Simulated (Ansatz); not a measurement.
**AgF (SMILES [F][Ag]) at CCSD/def2-TZVP (core potential)**

What is the electronic atomisation energy of AgF at CCSD/def2-TZVP (core potential)? 

Program for the calculation: Ansatz 0.2.0.

37 further runs of the same task are left out: 37 set aside as unsound or not needed.

**1. Starting point**

The species is AgF (2 atoms), meant as a singlet with charge 0. As SMILES, `[F][Ag]`. Geometry: relaxed at PBE0-D4/def2-TZVP.

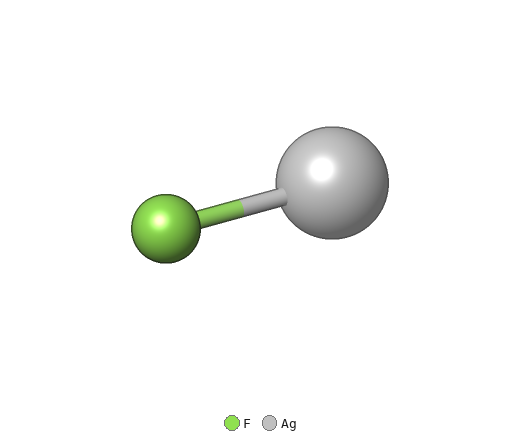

Viewed from a chosen angle; fluorine green, silver light grey.

**2. A single-point energy at CCSD/def2-TZVP (core potential)**

The input, job.yaml:

```yaml
crystal:
  periodic: [false, false, false]
  atoms:
    - {symbol: F, position_ang: [0.860000, -0.334300, 0.425600]}
    - {symbol: Ag, position_ang: [-0.830500, 0.274100, -0.421500]}
basis:
  gaussian: {orbitals: def2-TZVP}
correlation: {method: ccsd, frozen_orbitals: {Ag: 0, F: 1}}
accuracy: high
scf: {omitted_lower_state_checks: [cluster_reference, increment]}
```

Started as:

```bash
$ ansatz run job.yaml --threads 1 --pin off --max-ram 3480MiB --events-out events.jsonl --progress --plain --runs-dir runs
```

Log:

```text
Warning: RAYON_NUM_THREADS=1 ignored (pool sized by the plan → 1); use --threads N
Functional definition: HF
  name "HF"
  exchange = exact_x
  correlation = 0
these checks for a lower state are left out or cut short: cluster_reference, increment
1143 factors; integrals over basis functions are off by at most 3.7e-9 eV
mean field evaluation 1: about -6680.1846 eV, gradient 4.2e1 eV
mean field evaluation 2: about -6680.1904 eV, gradient 4.2e1 eV
mean field evaluation 4: about -6682.7799 eV, gradient 1.8e0 eV
mean field evaluation 8: about -6682.7943 eV, gradient 1.5e-3 eV
mean field -6682.79425409 eV, -245.5881590771 hartree, gradient 3.3e-8 eV, S^2 0.000000; 0 other end points of the search recorded, 0 dependent functions left out
1 core orbitals not correlated: weight in the atoms' cores, before any rotation towards them, 1.000 or more for the frozen orbitals, at most 0.000 for the correlated occupied ones
reference -6682.79425409 eV, -245.5881590771 hartree; 13, 13 occupied and 57, 57 virtual orbitals, 1143 factors
second order -19.77150255 eV of doubles, -0.00000000 eV of singles
cycle   1  -18.52754756 eV  change     1.2e0 eV  update   1.2e-1
cycle   2  -18.93199754 eV  change   -4.0e-1 eV  update   4.7e-2
cycle   3  -19.03217314 eV  change   -1.0e-1 eV  update   3.1e-2
cycle   4  -19.04999410 eV  change   -1.8e-2 eV  update   1.7e-2
cycle   5  -19.02112560 eV  change    2.9e-2 eV  update   8.6e-3
cycle   6  -19.02370257 eV  change   -2.6e-3 eV  update   4.8e-3
cycle   7  -19.03230759 eV  change   -8.6e-3 eV  update   2.3e-3
cycle   8  -19.03201169 eV  change    3.0e-4 eV  update   1.1e-3
cycle   9  -19.03095342 eV  change    1.1e-3 eV  update   4.4e-4
cycle  10  -19.03151251 eV  change   -5.6e-4 eV  update   1.7e-4
cycle  11  -19.03128549 eV  change    2.3e-4 eV  update   8.3e-5
cycle  12  -19.03113882 eV  change    1.5e-4 eV  update   3.0e-5
cycle  13  -19.03119568 eV  change   -5.7e-5 eV  update   1.6e-5
cycle  14  -19.03118349 eV  change    1.2e-5 eV  update   5.2e-6
cycle  15  -19.03118489 eV  change   -1.4e-6 eV  update   2.5e-6
cycle  16  -19.03118736 eV  change   -2.5e-6 eV  update   1.1e-6
cycle  17  -19.03118737 eV  change   -3.4e-9 eV  update   5.7e-7
cycle  18  -19.03118705 eV  change    3.2e-7 eV  update   2.4e-7
cycle  19  -19.03118699 eV  change    5.6e-8 eV  update   1.0e-7
cycle  20  -19.03118699 eV  change    1.3e-9 eV  update   5.4e-8
cycle  21  -19.03118646 eV  change    5.3e-7 eV  update   8.0e-8
cycle  22  -19.03118650 eV  change   -4.0e-8 eV  update   2.2e-8
cycle  23  -19.03118650 eV  change    5.9e-9 eV  update   1.0e-8
cycle  24  -19.03118649 eV  change    6.6e-9 eV  update   4.2e-9
cycle  25  -19.03118649 eV  change  -3.8e-10 eV  update   2.2e-9
Total energy: -6701.82544058 eV, -246.2875422809 hartree
Checks for a lower state left out: cluster_reference, increment
```

Run time: 6 s. Hardware: 1 thread of Arm Neoverse V1, shared host; peak memory 0.26 GiB.

**3. The Ag atom**

The input, job.yaml:

```yaml
crystal:
  periodic: [false, false, false]
  atoms:
    - {symbol: Ag, position_ang: [0.000000, 0.000000, 0.000000]}
basis:
  gaussian:
    orbitals: def2-TZVP
magnetization:
  spin_polarized: true
  initial_magnetization: 1
correlation:
  method: ccsd
  frozen_orbitals: {Ag: 0}
accuracy: high
scf:
  omitted_lower_state_checks: [cluster_reference, increment]
```

Started as:

```bash
$ ansatz run job.yaml --threads 1 --pin off --max-ram 3480MiB --events-out events.jsonl --progress --plain --runs-dir runs
```

Log:

```text
Warning: RAYON_NUM_THREADS=1 ignored (pool sized by the plan → 1); use --threads N
[... 4 set-up lines as earlier in the session ...]
these checks for a lower state are left out or cut short: cluster_reference, increment
393 factors; integrals over basis functions are off by at most 3.1e-9 eV
mean field evaluation 1: about -3974.6166 eV, gradient 2.2e1 eV
mean field evaluation 2: about -3974.6185 eV, gradient 2.2e1 eV
mean field evaluation 4: about -3976.0326 eV, gradient 9.4e-1 eV
mean field evaluation 8: about -3976.0450 eV, gradient 6.5e-4 eV
mean field evaluation 16: about -3972.2766 eV, gradient 1.5e-1 eV
mean field evaluation 32: about -3972.2768 eV, gradient 6.5e-4 eV
mean field -3976.04499046 eV, -146.1169583395 hartree, gradient 1.3e-8 eV, S^2 0.751749; 4 other end points of the search recorded, 0 dependent functions left out
reference -3976.04499046 eV, -146.1169583395 hartree; 10, 9 occupied and 30, 31 virtual orbitals, 393 factors
second order -12.42379723 eV of doubles, -0.00000000 eV of singles
cycle   1  -11.48380351 eV  change    9.4e-1 eV  update   7.4e-2
cycle   2  -11.73670838 eV  change   -2.5e-1 eV  update   2.3e-2
cycle   3  -11.77966508 eV  change   -4.3e-2 eV  update   1.1e-2
cycle   4  -11.76642073 eV  change    1.3e-2 eV  update   2.5e-3
cycle   5  -11.76464366 eV  change    1.8e-3 eV  update   4.8e-4
cycle   6  -11.76475915 eV  change   -1.2e-4 eV  update   8.2e-5
cycle   7  -11.76473434 eV  change    2.5e-5 eV  update   1.9e-5
cycle   8  -11.76472893 eV  change    5.4e-6 eV  update   5.5e-6
cycle   9  -11.76473161 eV  change   -2.7e-6 eV  update   1.6e-6
cycle  10  -11.76473162 eV  change   -1.6e-8 eV  update   3.5e-7
cycle  11  -11.76473191 eV  change   -2.9e-7 eV  update   1.0e-7
cycle  12  -11.76473194 eV  change   -3.0e-8 eV  update   2.3e-8
cycle  13  -11.76473207 eV  change   -1.3e-7 eV  update   2.4e-8
cycle  14  -11.76473206 eV  change    1.3e-8 eV  update   5.4e-9
cycle  15  -11.76473206 eV  change   -1.7e-9 eV  update   1.4e-9
Total energy: -3987.80972252 eV, -146.5493042682 hartree
Checks for a lower state left out: cluster_reference, increment
```

It took 1.6 s on 1 thread of Arm Neoverse V1, shared host; peak memory 0.12 GiB.

**4. The F atom at the same level**

The input, molecule.yaml:

```yaml
basis:
  gaussian:
    orbitals: def2-TZVP
crystal:
  periodic: [false, false, false]
  atoms:
    - {symbol: F, position_ang: [0.000000, 0.000000, 0.000000]}
magnetization:
  spin_polarized: true
  initial_magnetization: 1
correlation:
  method: ccsd
  frozen_orbitals: {F: 1}
accuracy: high
scf:
  omitted_lower_state_checks: [cluster_reference, increment]
```

Run the same way, it converges to -99.62162 Eh (log not shown).

**5. What came out**

At CCSD/def2-TZVP (core potential), 1 core orbital frozen:

| quantity | value |
| --- | --- |
| molecule: total energy | -246.28754 Eh |
| molecule: correlation energy (1 core orbital frozen) | -699.4 mEh |
| molecule: T1 diagnostic | 0.022 |
| Ag atom: total energy | -146.54930 Eh |
| Ag atom: correlation energy | -432.3 mEh |
| Ag atom: ⟨S²⟩ of the reference determinant | 0.752 |
| Ag atom: T1 diagnostic | 0.013 |
| F atom: total energy | -99.62162 Eh |
| F atom: correlation energy (1 core orbital frozen) | -209.8 mEh |
| F atom: ⟨S²⟩ of the reference determinant | 0.754 |
| F atom: T1 diagnostic | 0.006 |
| electronic atomisation energy | 3.173 eV |

In words: Taking the molecule apart into free atoms costs 3.17 eV (306 kJ/mol), before zero-point energy and without spin-orbit coupling.
